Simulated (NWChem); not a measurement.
# C2H6B (SMILES [CH2]BC) at 3 levels

Aim: a comparison of 3 runs (UHF/STO-3G, UHF/3-21G, UB3LYP/6-31G*) of C2H6B. 

Program for the calculation: NWChem 7.3.0.

### Step 1. Starting point

C2H6B has 9 atoms, charge 0, and is taken as a doublet. SMILES: `[CH2]BC`. The shape is that of a PBE0-D4/def2-TZVP optimisation. This is one conformer, not always the lowest.

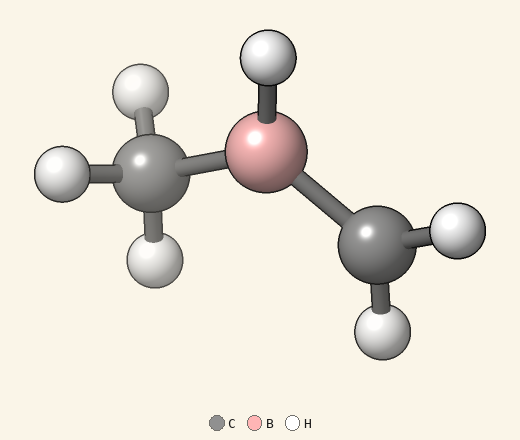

The structure, seen from a chosen angle (carbon grey, boron pink, hydrogen white).

### Step 2. Energy and gradient at UHF/STO-3G (run 1)

Contents of sp.nw:

```
echo
START sp
TITLE "C2H6B hf"
memory total 2200 mb

GEOMETRY units angstroms noautosym nocenter noautoz
   C       -0.840100       0.743300      -1.023500
   B        0.191800       0.540800       0.089100
   C        0.525000      -0.860100       0.691800
   H       -1.406600      -0.078400      -1.457800
   H       -1.074500       1.714900      -1.450600
   H        0.769100       1.506600       0.513000
   H       -0.036500      -1.695300       0.267500
   H        1.596100      -1.069200       0.576400
   H        0.364200      -0.849200       1.777100
END

BASIS spherical bse
   C library STO-3G
   B library STO-3G
   H library STO-3G
END

SCF
   doublet
   uhf
   thresh 1e-08
   maxiter 80
   noprint "final vectors analysis"
END

TASK scf gradient
```

Launch:

```console
nwchem sp.nw > sp.out
```

The log of the run:

```text
[...]
  functions       =    21
[...]
  wavefunction    = UHF
[...]
         Total SCF energy =   -102.630560359574
      One electron energy =   -257.965990163018
      Two electron energy =     94.674578993606
 Nuclear repulsion energy =     60.660850809838
                       Sz =      0.5000
                 Sz(Sz+1) =      0.7500
                      S^2 =      0.7597
[...]
                         UHF ENERGY GRADIENTS
    atom               coordinates                        gradient
                 x          y          z           x          y          z
   1 C      -1.587559   1.404633  -1.934135    0.003465   0.000717   0.003440
   2 B       0.362449   1.021964   0.168375   -0.008760  -0.027858  -0.004086
   3 C       0.992106  -1.625353   1.307312   -0.010600   0.014754  -0.013317
   4 H      -2.658089  -0.148155  -2.754843   -0.001926  -0.002768  -0.001446
   5 H      -2.030511   3.240691  -2.741237   -0.000858   0.002274  -0.001338
   6 H       1.453388   2.847061   0.969429    0.011397   0.020601   0.008097
   7 H      -0.068975  -3.203652   0.505502   -0.003683  -0.006884  -0.002631
   8 H       3.016192  -2.020495   1.089238    0.009110  -0.001061   0.002080
   9 H       0.688238  -1.604755   3.358232    0.001855   0.000224   0.009201
[...]
```

Run time: 1.4 s. Hardware: 1 thread of Intel Xeon Platinum 8488C (Sapphire Rapids), shared host; peak memory 0.099 GiB.

### Step 3. Energy and gradient at UHF/3-21G (run 2)

Contents of run.py:

```python
from ase import Atoms
from ase.calculators.nwchem import NWChem

system = Atoms(['C', 'B', 'C', 'H', 'H', 'H', 'H', 'H', 'H'], positions=[
    [-0.840100, 0.743300, -1.023500],
    [0.191800, 0.540800, 0.089100],
    [0.525000, -0.860100, 0.691800],
    [-1.406600, -0.078400, -1.457800],
    [-1.074500, 1.714900, -1.450600],
    [0.769100, 1.506600, 0.513000],
    [-0.036500, -1.695300, 0.267500],
    [1.596100, -1.069200, 0.576400],
    [0.364200, -0.849200, 1.777100],
])

calc = NWChem(
    label='c2h6b',
    theory='scf',
    memory='2200 mb',
    basis='3-21G',
    basispar='spherical bse',
    scf={'nopen': '1', 'uhf': None, 'thresh': '1e-08', 'maxiter': '80'},
)
system.calc = calc

forces = system.get_forces()
print(f"energy = {system.get_potential_energy():.6f} eV")
print("forces (eV/A):")
for s, f in zip(system.symbols, forces):
    print(f"{s:2s} {f[0]:10.5f} {f[1]:10.5f} {f[2]:10.5f}")
```

Launch:

```console
export ASE_NWCHEM_COMMAND="nwchem PREFIX.nwi > PREFIX.nwo"
python run.py
```

The log of the run:

```text
energy = -2810.971313 eV
forces (eV/A):
C    -0.51988    0.14743   -0.56636
B     0.10881    0.49756    0.02499
C     0.31208   -0.59701    0.42521
H     0.18558    0.24353    0.14527
H     0.08372   -0.29537    0.14331
H    -0.05847   -0.14542   -0.03471
H     0.12490    0.20312    0.09467
H    -0.19623   -0.01347   -0.03800
H    -0.04057   -0.04042   -0.19432
```

The calculator wrote c2h6b.nwi:

```
title "c2h6b"

permanent_dir c2h6b

scratch_dir c2h6b

start c2h6b

geometry units angstrom nocenter noautosym noautoz
  C  -8.4009999999999996e-01 7.4329999999999996e-01 -1.0235000000000001e+00
  B  1.9180000000000000e-01 5.4079999999999995e-01 8.9099999999999999e-02
  C  5.2500000000000002e-01 -8.6009999999999998e-01 6.9179999999999997e-01
  H  -1.4066000000000001e+00 -7.8399999999999997e-02 -1.4578000000000000e+00
  H  -1.0745000000000000e+00 1.7149000000000001e+00 -1.4505999999999999e+00
  H  7.6910000000000001e-01 1.5065999999999999e+00 5.1300000000000001e-01
  H  -3.6499999999999998e-02 -1.6953000000000000e+00 2.6750000000000002e-01
  H  1.5961000000000001e+00 -1.0691999999999999e+00 5.7640000000000002e-01
  H  3.6420000000000002e-01 -8.4919999999999995e-01 1.7770999999999999e+00
end

memory 2200 mb

basis spherical bse noprint
   * library 3-21G
end

scf
  nopen 1
  uhf
  thresh 1e-08
  maxiter 80
end

task scf gradient
```

c2h6b.nwo:

```text
Northwest Computational Chemistry Package (NWChem) 7.3.0
             --------------------------------------------------------

           Job information
           ---------------

    nwchem branch   = 7.3.0
    use scalapack   = T
    input           = c2h6b.nwi
    prefix          = c2h6b.
    data base       = c2h6b/c2h6b.db
    status          = startup
    nproc           =        1

           Memory information
           ------------------

[... 5 lines left out ...]
    hardfail = no
[... 125 lines left out ...]
 1-e energy   =    -255.134018
[... 9 lines left out ...]
 Convergence threshold     :          1.000E-08
[... 16 lines left out ...]
      One electron energy =   -257.652803601252
[... 9 lines left out ...]
          Final alpha eigenvalues
[... 216 lines left out ...]
                     UHF Final Beta Molecular Orbital Analysis
[... 244 lines left out ...]
                 ----------------------------------------
                 |  Time  |  1-e(secs)   |  2-e(secs)   |
                 ----------------------------------------
                 |  CPU   |       0.00   |       0.12   |
                 ----------------------------------------
                 |  WALL  |       0.00   |       0.12   |
                 ----------------------------------------

 Task  times  cpu:        1.3s     wall:        1.3s
 Total times  cpu:        1.3s     wall:        1.3s
```

Run time: 2.3 s. Hardware: 1 thread of Intel Xeon Platinum 8488C (Sapphire Rapids), shared host; peak memory 0.099 GiB.

### Step 4. Energy and forces at UB3LYP/6-31G(d) (Cartesian functions) (run 3)

Contents of nw.xyz:

```xyz
9
C2H6B gradient
C     -0.840100     0.743300    -1.023500
B      0.191800     0.540800     0.089100
C      0.525000    -0.860100     0.691800
H     -1.406600    -0.078400    -1.457800
H     -1.074500     1.714900    -1.450600
H      0.769100     1.506600     0.513000
H     -0.036500    -1.695300     0.267500
H      1.596100    -1.069200     0.576400
H      0.364200    -0.849200     1.777100
```

Contents of run.py:

```python
from ase.io import read
from ase.calculators.nwchem import NWChem

atoms = read('nw.xyz')

calc = NWChem(
    label='nw',
    theory='dft',
    memory='2200 mb',
    basis='6-31G*',
    dft={'xc': 'b3lyp', 'mult': '2', 'grid': 'xfine', 'convergence': 'energy 1e-08', 'iterations': '100', 'mulliken': None, 'print': 'low'},
)
atoms.calc = calc

forces = atoms.get_forces()
print(f"energy = {atoms.get_potential_energy():.6f} eV")
print("forces (eV/A):")
for s, f in zip(atoms.symbols, forces):
    print(f"{s:2s} {f[0]:10.5f} {f[1]:10.5f} {f[2]:10.5f}")
```

Launch:

```console
export ASE_NWCHEM_COMMAND="nwchem PREFIX.nwi > PREFIX.nwo"
python run.py
```

The log of the run:

```text
energy = -2846.849313 eV
forces (eV/A):
C    -0.03394    0.02833   -0.03857
B     0.06309    0.20857    0.02823
C     0.05734   -0.08258    0.07029
H    -0.06911   -0.05703   -0.06222
H    -0.04551    0.08140   -0.06284
H     0.00190    0.00257    0.00134
H    -0.05548   -0.11375   -0.03425
H     0.11364   -0.04685   -0.02113
H    -0.03193   -0.02062    0.11914
```

The calculator wrote nw.nwi:

```
title "nw"

permanent_dir nw

scratch_dir nw

start nw

geometry units angstrom nocenter noautosym noautoz
  C  -8.4009999999999996e-01 7.4329999999999996e-01 -1.0235000000000001e+00
  B  1.9180000000000000e-01 5.4079999999999995e-01 8.9099999999999999e-02
  C  5.2500000000000002e-01 -8.6009999999999998e-01 6.9179999999999997e-01
  H  -1.4066000000000001e+00 -7.8399999999999997e-02 -1.4578000000000000e+00
  H  -1.0745000000000000e+00 1.7149000000000001e+00 -1.4505999999999999e+00
  H  7.6910000000000001e-01 1.5065999999999999e+00 5.1300000000000001e-01
  H  -3.6499999999999998e-02 -1.6953000000000000e+00 2.6750000000000002e-01
  H  1.5961000000000001e+00 -1.0691999999999999e+00 5.7640000000000002e-01
  H  3.6420000000000002e-01 -8.4919999999999995e-01 1.7770999999999999e+00
end

memory 2200 mb

basis noprint
   * library 6-31G*
end

dft
  xc b3lyp
  mult 2
  grid xfine
  convergence energy 1e-08
  iterations 100
  mulliken
  print low
end

task dft gradient
```

nw.nwo:

```text
Northwest Computational Chemistry Package (NWChem) 7.3.0
             --------------------------------------------------------

           Job information
           ---------------

    nwchem branch   = 7.3.0
    use scalapack   = T
    input           = nw.nwi
    prefix          = nw.
    data base       = nw/nw.db
    status          = startup
    nproc           =        1

           Memory information
           ------------------

[... 5 lines left out ...]
    hardfail = no
[... 38 lines left out ...]
            Nuclear Dipole moment (a.u.)
[... 101 lines left out ...]
         Total DFT energy =     -104.619783447283
[... 1 line left out ...]
           Coulomb energy =      110.696581544706
[... 1 line left out ...]
 Nuclear repulsion energy =       60.660850809838
[... 58 lines left out ...]
                         DFT ENERGY GRADIENTS

    atom               coordinates                        gradient
                 x          y          z           x          y          z
   1 C      -1.587559   1.404633  -1.934135    0.000660  -0.000551   0.000750
   2 B       0.362449   1.021964   0.168375   -0.001227  -0.004056  -0.000549
   3 C       0.992106  -1.625353   1.307312   -0.001115   0.001606  -0.001367
[... 5 lines of this table left out ...]
   9 H       0.688238  -1.604755   3.358232    0.000621   0.000401  -0.002317

 Task  times  cpu:       40.3s     wall:       40.3s
 Total times  cpu:       40.4s     wall:       40.4s
```

It took 41 s on 1 thread of Intel Xeon Platinum 8488C (Sapphire Rapids), shared host; peak memory 0.14 GiB.

### Step 5. All runs side by side

```csv
run,level,Cartesian functions,iteration cap,energy (Eh),dipole moment (D),⟨S²⟩,largest force (eV/Å),wall time
1,UHF/STO-3G,no,80,-102.630560,0.44,0.760,1.516,1.4 s
2,UHF/3-21G,no,80,-103.301291,0.63,0.757,0.797,2.3 s
3,UB3LYP/6-31G* (Cartesian functions),yes,100,-104.619783,–,0.752,0.220,41 s
```

### Step 6. Results

| quantity | value |
| --- | --- |
| run 3: total energy | -104.61978 Eh |
| run 3: ⟨S²⟩ | 0.752 |
| run 3: largest force on an atom | 0.220 eV/Å |

In run 1 the basis is minimal, so the values are rough. All runs together took 45 s, the longest 41 s.
